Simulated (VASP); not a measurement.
Band structure of ReNCl₄ (space group I4). Calculation: PBEsol GGA, VASP's PBE PAW potentials (set 64) (plane waves; VASP).

The path is coarsely sampled, so an indirect gap can come out somewhat too large. Unless said otherwise, spin-orbit coupling is left out, though it shifts the bands of the heavy elements here.

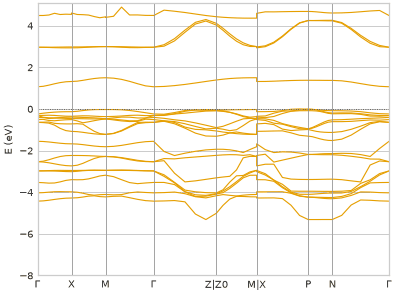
Figure. Bands along high-symmetry lines, zero at the valence-band maximum or, without a gap, the Fermi level

**Question.** Read the plot: is there a gap, and where are the band edges?

**Answer.** The gap is indirect, 1.07 eV, from the valence maximum at X-P at 0.83 to the conduction minimum at Γ.

The structure comes from a computed database's ReNCl4 entry (I4); how it stands against other phases isn't given here. The cell was not relaxed at this level.
